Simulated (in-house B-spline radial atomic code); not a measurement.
# Ga³⁺: a test of the Gauss points an interval

Aim: see how the result and the number of iterations for Ga³⁺ depend on the Gauss points an interval.

Method: Dirac-Coulomb BLYP, spherical fractional occupations, Fermi nucleus, basis-set limit. Code: in-house B-spline radial atomic code version 1.

### Step 1. Starting point

| Item | Value |
| --- | --- |
| element | gallium (Z = 31) |
| charge | +3 |
| electrons | 28 |
| configuration | [Ar] 3d10 |
| Hamiltonian | Dirac-Coulomb |
| nucleus | Fermi, rms radius 3.997 fm |

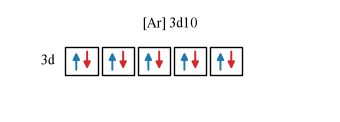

The shells outside the core, filled by Hund's rule for the drawing.

A run counts as converged when the orbital gradient is under the tolerance times 31 hartree (or under the basis's noise floor) and the energy moved by less than 1e-8 hartree times the root of its size. Energy differences under 6e-06 hartree are noise.

### Step 2. Reference run with standard settings

The run's settings:

```ini
Z = 31
electrons = 28.0
configuration = [Ar] 3d10
hamiltonian = dirac
method = b88,lyp
spin_polarised = False
nucleus = fermi
rms_radius = 3.9973
mass_number = 69
atomic_mass = 68.925573528
speed_of_light = 137.035999084
knot_spacing = 0.22
spline_order = 8
gauss_points = 12
box_radius = 16.22
max_iterations = 70
damping = 0.5
damped_steps = 3
diis_vectors = 10
tolerance = 1e-08
start = Thomas-Fermi
```

Command:

```console
$ python run_scf.py task.json out
```

The settings of every run stand in task.json; they run in order.

Results of the run (chosen fields of its result record, rounded):

```text
{
  "status": "converged",
  "scf [iteration, energy, orbital gradient]": [
    [1, -1936.60207442, 0.38],
    [2, -1934.70928564, 0.609],
    [3, -1942.20221193, 0.0617],
    [4, -1942.24342748, 0.0145],
    [5, -1942.2407902, 0.0174],
    [6, -1942.24890102, 0.00122],
    [7, -1942.24894735, 0.00017],
    [8, -1942.24894801, 3.03e-06],
    [9, -1942.24894801, 4e-08]
  ],
  "energy [hartree]": {"total": -1942.24894801, "kinetic": 1980.92248208, "nuclear": -4651.36550683, "coulomb": 803.354313895, "xc": -75.1602371559},
  "orbitals [hartree, bohr; first row names the columns]": [
    ["name", "occ", "eps", "<r>"],
    ["1s1/2", 2.0, -377.19364, 0.048596],
    ["2s1/2", 2.0, -47.611451, 0.21761],
    ["2p1/2", 2.0, -42.3009, 0.18827],
    ["2p3/2", 4.0, -41.2834, 0.19178],
    ["3s1/2", 2.0, -6.6701746, 0.65182],
    ["3p1/2", 2.0, -4.9535442, 0.67143],
    ["3p3/2", 4.0, -4.8199793, 0.68215],
    ["3d3/2", 4.0, -1.9386762, 0.78564],
    ["3d5/2", 6.0, -1.9213442, 0.79097]
  ],
  "sum_r [bohr^k]": {"-1": 150.0444, "1": 14.93952, "2": 12.61475},
  "density_at_nucleus [bohr^-3]": 27791.64
}
```

Run time: 1 s. Hardware: 1 thread, shared host.

### Step 3. Gauss points an interval 3

Changes to the settings of step 2:

```diff
@@ -13,3 +13,3 @@
 spline_order = 8
-gauss_points = 12
+gauss_points = 3
 box_radius = 16.22
```

From the record:

```text
{
  "status": "converged",
  "scf [iteration, energy, orbital gradient]": [
    [1, -1936.6071771, 0.38],
    [2, -1934.71296018, 0.609],
    [3, -1942.20205425, 0.0618],
    [4, -1942.24334639, 0.0145],
    [5, -1942.24068042, 0.0175],
    [6, -1942.24882381, 0.00123],
    [7, -1942.24887102, 0.00017],
    [8, -1942.24887168, 3.02e-06],
    [9, -1942.24887168, 3.99e-08]
  ],
  "energy [hartree]": {"total": -1942.24887168, "kinetic": 1980.92238806, "nuclear": -4651.36528812, "coulomb": 803.354254698, "xc": -75.1602263257},
  "orbitals [hartree, bohr; first row names the columns]": [
    ["name", "occ", "eps", "<r>"],
    ["1s1/2", 2.0, -377.19364, 0.048596],
    ["2s1/2", 2.0, -47.61145, 0.21761],
    ["2p1/2", 2.0, -42.300899, 0.18827],
    ["2p3/2", 4.0, -41.283401, 0.19178],
    ["3s1/2", 2.0, -6.6701688, 0.65182],
    ["3p1/2", 2.0, -4.9535407, 0.67143],
    ["3p3/2", 4.0, -4.8199761, 0.68215],
    ["3d3/2", 4.0, -1.9386772, 0.78564],
    ["3d5/2", 6.0, -1.9213451, 0.79097]
  ],
  "sum_r [bohr^k]": {"-1": 150.0444, "1": 14.93953, "2": 12.61476},
  "energy_minus_base [hartree]": 7.63294572e-05
}
```

Wall time 0.67 s (1 thread, shared host).

energy_minus_base is the energy less that of the reference run.

### Step 4. Gauss points an interval 4

Changes to the settings of step 3:

```diff
@@ -13,3 +13,3 @@
 spline_order = 8
-gauss_points = 3
+gauss_points = 4
 box_radius = 16.22
```

From the record:

```text
{
  "status": "converged",
  "scf [iteration, energy, orbital gradient]": [
    [1, -1936.5982927, 0.38],
    [2, -1934.70714428, 0.609],
    [3, -1942.20227164, 0.0617],
    [4, -1942.24343057, 0.0145],
    [5, -1942.24081635, 0.0174],
    [6, -1942.2489017, 0.00121],
    [7, -1942.24894735, 0.000169],
    [8, -1942.24894801, 3.03e-06],
    [9, -1942.24894801, 4.02e-08]
  ],
  "energy [hartree]": {"total": -1942.24894801, "kinetic": 1980.92248063, "nuclear": -4651.36550426, "coulomb": 803.354312803, "xc": -75.1602371817},
  "orbitals [hartree, bohr; first row names the columns]": [
    ["name", "occ", "eps", "<r>"],
    ["1s1/2", 2.0, -377.19364, 0.048596],
    ["2s1/2", 2.0, -47.611451, 0.21761],
    ["2p1/2", 2.0, -42.3009, 0.18827],
    ["2p3/2", 4.0, -41.283401, 0.19178],
    ["3s1/2", 2.0, -6.6701746, 0.65182],
    ["3p1/2", 2.0, -4.9535442, 0.67143],
    ["3p3/2", 4.0, -4.8199793, 0.68215],
    ["3d3/2", 4.0, -1.9386762, 0.78564],
    ["3d5/2", 6.0, -1.9213442, 0.79097]
  ],
  "sum_r [bohr^k]": {"-1": 150.0444, "1": 14.93952, "2": 12.61475},
  "energy_minus_base [hartree]": 1.80330062e-09
}
```

It took 0.7 s on 1 thread, shared host.

### Step 5. Gauss points an interval 5

Changes to the settings of step 4:

```diff
@@ -13,3 +13,3 @@
 spline_order = 8
-gauss_points = 4
+gauss_points = 5
 box_radius = 16.22
```

From the record:

```text
{
  "status": "converged",
  "scf [iteration, energy, orbital gradient]": [
    [1, -1936.60474492, 0.38],
    [2, -1934.71037899, 0.609],
    [3, -1942.20216772, 0.0618],
    [4, -1942.24342538, 0.0145],
    [5, -1942.24076996, 0.0175],
    [6, -1942.2489005, 0.00122],
    [7, -1942.24894735, 0.00017],
    [8, -1942.24894801, 3.02e-06],
    [9, -1942.24894801, 3.98e-08]
  ],
  "energy [hartree]": {"total": -1942.24894801, "kinetic": 1980.92248215, "nuclear": -4651.36550691, "coulomb": 803.354313896, "xc": -75.160237154},
  "orbitals [hartree, bohr; first row names the columns]": [
    ["name", "occ", "eps", "<r>"],
    ["1s1/2", 2.0, -377.19364, 0.048596],
    ["2s1/2", 2.0, -47.611451, 0.21761],
    ["2p1/2", 2.0, -42.3009, 0.18827],
    ["2p3/2", 4.0, -41.2834, 0.19178],
    ["3s1/2", 2.0, -6.6701746, 0.65182],
    ["3p1/2", 2.0, -4.9535442, 0.67143],
    ["3p3/2", 4.0, -4.8199793, 0.68215],
    ["3d3/2", 4.0, -1.9386762, 0.78564],
    ["3d5/2", 6.0, -1.9213442, 0.79097]
  ],
  "sum_r [bohr^k]": {"-1": 150.0444, "1": 14.93952, "2": 12.61475},
  "energy_minus_base [hartree]": -2.70210876e-09
}
```

Wall time 0.71 s (1 thread, shared host).

### Step 6. Gauss points an interval 6

Changes to the settings of step 5:

```diff
@@ -13,3 +13,3 @@
 spline_order = 8
-gauss_points = 5
+gauss_points = 6
 box_radius = 16.22
```

From the record:

```text
{
  "status": "converged",
  "scf [iteration, energy, orbital gradient]": [
    [1, -1936.59720747, 0.38],
    [2, -1934.70761001, 0.609],
    [3, -1942.20229345, 0.0617],
    [4, -1942.24343118, 0.0145],
    [5, -1942.24082822, 0.0174],
    [6, -1942.248902, 0.0012],
    [7, -1942.24894735, 0.000169],
    [8, -1942.24894801, 3.04e-06],
    [9, -1942.24894801, 4.04e-08]
  ],
  "energy [hartree]": {"total": -1942.24894801, "kinetic": 1980.92248215, "nuclear": -4651.36550697, "coulomb": 803.354313974, "xc": -75.1602371604},
  "orbitals [hartree, bohr; first row names the columns]": [
    ["name", "occ", "eps", "<r>"],
    ["1s1/2", 2.0, -377.19364, 0.048596],
    ["2s1/2", 2.0, -47.611451, 0.21761],
    ["2p1/2", 2.0, -42.3009, 0.18827],
    ["2p3/2", 4.0, -41.2834, 0.19178],
    ["3s1/2", 2.0, -6.6701746, 0.65182],
    ["3p1/2", 2.0, -4.9535442, 0.67143],
    ["3p3/2", 4.0, -4.8199793, 0.68215],
    ["3d3/2", 4.0, -1.9386762, 0.78564],
    ["3d5/2", 6.0, -1.9213442, 0.79097]
  ],
  "sum_r [bohr^k]": {"-1": 150.0444, "1": 14.93952, "2": 12.61475},
  "energy_minus_base [hartree]": 2.70574674e-11
}
```

Run time: 0.71 s. Hardware: 1 thread, shared host.

### Step 7. Gauss points an interval 8

Changes to the settings of step 6:

```diff
@@ -13,3 +13,3 @@
 spline_order = 8
-gauss_points = 6
+gauss_points = 8
 box_radius = 16.22
```

From the record:

```text
{
  "status": "converged",
  "scf [iteration, energy, orbital gradient]": [
    [1, -1936.6008454, 0.38],
    [2, -1934.70897272, 0.609],
    [3, -1942.20223306, 0.0617],
    [4, -1942.24342839, 0.0145],
    [5, -1942.24080027, 0.0174],
    [6, -1942.24890128, 0.00121],
    [7, -1942.24894735, 0.000169],
    [8, -1942.24894801, 3.03e-06],
    [9, -1942.24894801, 4.01e-08]
  ],
  "energy [hartree]": {"total": -1942.24894801, "kinetic": 1980.9224821, "nuclear": -4651.36550688, "coulomb": 803.354313918, "xc": -75.1602371572},
  "orbitals [hartree, bohr; first row names the columns]": [
    ["name", "occ", "eps", "<r>"],
    ["1s1/2", 2.0, -377.19364, 0.048596],
    ["2s1/2", 2.0, -47.611451, 0.21761],
    ["2p1/2", 2.0, -42.3009, 0.18827],
    ["2p3/2", 4.0, -41.2834, 0.19178],
    ["3s1/2", 2.0, -6.6701746, 0.65182],
    ["3p1/2", 2.0, -4.9535442, 0.67143],
    ["3p3/2", 4.0, -4.8199793, 0.68215],
    ["3d3/2", 4.0, -1.9386762, 0.78564],
    ["3d5/2", 6.0, -1.9213442, 0.79097]
  ],
  "sum_r [bohr^k]": {"-1": 150.0444, "1": 14.93952, "2": 12.61475},
  "energy_minus_base [hartree]": 1.90993887e-11
}
```

Wall time 0.72 s (1 thread, shared host).

### Step 8. Gauss points an interval 16

Changes to the settings of step 7:

```diff
@@ -13,3 +13,3 @@
 spline_order = 8
-gauss_points = 8
+gauss_points = 16
 box_radius = 16.22
```

From the record:

```text
{
  "status": "converged",
  "scf [iteration, energy, orbital gradient]": [
    [1, -1936.6015755, 0.38],
    [2, -1934.70909076, 0.609],
    [3, -1942.20222022, 0.0617],
    [4, -1942.24342787, 0.0145],
    [5, -1942.24079402, 0.0174],
    [6, -1942.24890112, 0.00122],
    [7, -1942.24894735, 0.000169],
    [8, -1942.24894801, 3.03e-06],
    [9, -1942.24894801, 4e-08]
  ],
  "energy [hartree]": {"total": -1942.24894801, "kinetic": 1980.92248209, "nuclear": -4651.36550685, "coulomb": 803.354313902, "xc": -75.1602371563},
  "orbitals [hartree, bohr; first row names the columns]": [
    ["name", "occ", "eps", "<r>"],
    ["1s1/2", 2.0, -377.19364, 0.048596],
    ["2s1/2", 2.0, -47.611451, 0.21761],
    ["2p1/2", 2.0, -42.3009, 0.18827],
    ["2p3/2", 4.0, -41.2834, 0.19178],
    ["3s1/2", 2.0, -6.6701746, 0.65182],
    ["3p1/2", 2.0, -4.9535442, 0.67143],
    ["3p3/2", 4.0, -4.8199793, 0.68215],
    ["3d3/2", 4.0, -1.9386762, 0.78564],
    ["3d5/2", 6.0, -1.9213442, 0.79097]
  ],
  "sum_r [bohr^k]": {"-1": 150.0444, "1": 14.93952, "2": 12.61475},
  "energy_minus_base [hartree]": 2.02362571e-11
}
```

It took 0.77 s on 1 thread, shared host.

### Step 9. Results

| run | outcome | iterations | energy less the reference (hartree) |
| --- | --- | --- | --- |
| reference | converged | 9 | 0 |
| Gauss points an interval 3 | converged | 9 | +7.63e-05 |
| Gauss points an interval 4 | converged | 9 | below noise |
| Gauss points an interval 5 | converged | 9 | below noise |
| Gauss points an interval 6 | converged | 9 | below noise |
| Gauss points an interval 8 | converged | 9 | below noise |
| Gauss points an interval 16 | converged | 9 | below noise |

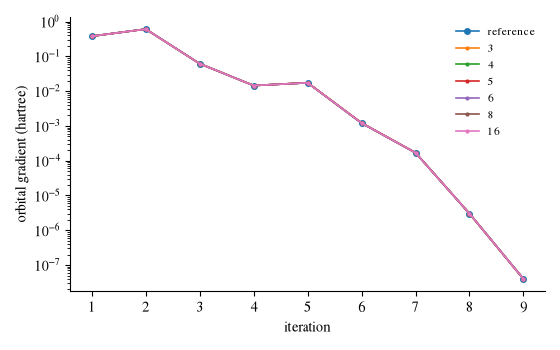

Orbital gradient by iteration, labelled by the Gauss points an interval.

Of 6 changed inputs, 5 gave the reference energy within 1e-05 hartree and 1 converged to another value. The worst converged miss is +7.63e-05 hartree (Gauss points an interval 3): the integrals are too coarse.
